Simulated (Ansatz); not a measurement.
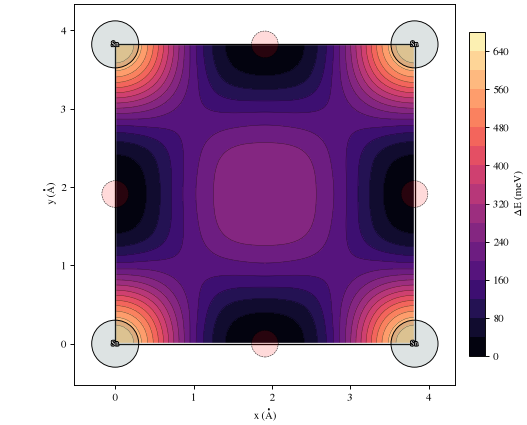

Cu on a two-dimensional sheet of SnO (4 atoms of substrate and one adsorbate in a 1 × 1 cell). Cu is moved over the surface cell at a fixed height above a rigid substrate; the origin of the map has the adsorbate above Sn4; the height is held at 2.20 Å. Places are given modulo a cell vector. The map is drawn in real space over the plane of the surface. The grid has 8 × 8 points; 15 points were computed and 49 follow by symmetry. All energies are given in meV relative to the lowest grid point. With one adsorbate in each 1 × 1 cell, its nearest image is 3.8 Å away, so neighbouring adsorbates interact. At a fixed height the lowest place need not be the adsorption site. Level of theory: DFT PBE+D3(BJ), scalar-relativistic, plane waves, PAW in Ansatz 0.2.0. Settings: cutoff 420 eV, k-mesh 7×7×1, gaussian smearing 0.05 eV, spin-polarised.

In the figure: filled contours, labelled circles for the atoms of the top layer and small ones for the second layer, the outline of one cell of the plane. Between grid points the surface is interpolated.

The lowest grid point is at a bridge site between two Sn atoms, over a second-layer O atom, (0/8, 4/8) of the cell vectors; the map holds 2 wells of about this depth. The highest grid point, the top site over a surface Sn atom, (0/8, 0/8) of the cell vectors, lies 641 meV above the lowest. On the interpolated surface the easiest way out of the lowest well to a well of about the same depth near a bridge site between two Sn atoms, over a second-layer O atom, (4/8, 0/8) of the cell vectors passes a barrier of about 174 meV. At the lowest point the adsorbate has 2 Sn at 2.91 Å as nearest neighbours, at the highest 1 Sn at 2.20 Å.

The scan is repeated with another setting: the height is held at 3.00 Å; all else is set up alike.

Q: What does this change do to the map?

A: The minimum (interpolated where it lies between grid points) moves from a bridge site between two Sn atoms, over a second-layer O atom, (0/8, 4/8) of the cell vectors to the top site over a surface Sn atom, (0/8, 0/8) of the cell vectors. The highest place moves from the top site over a surface Sn atom, (0/8, 0/8) of the cell vectors to a fourfold hollow over a third-layer Sn atom, (4/8, 4/8) of the cell vectors. The span from the lowest to the highest grid point shrinks from 641 to 203 meV. The easiest pass out of the lowest well goes from about 174 to about 85 meV on the interpolated surfaces.

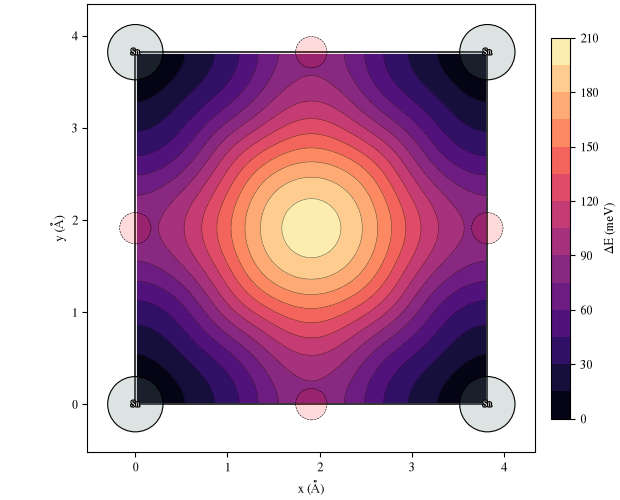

The map after the change, on a colour scale of its own. The picture shows filled contours, labelled circles for the atoms of the top layer and small ones for the second layer, the outline of one cell of the plane. Between grid points the surface is interpolated.

PAW datasets: the set soft_1.
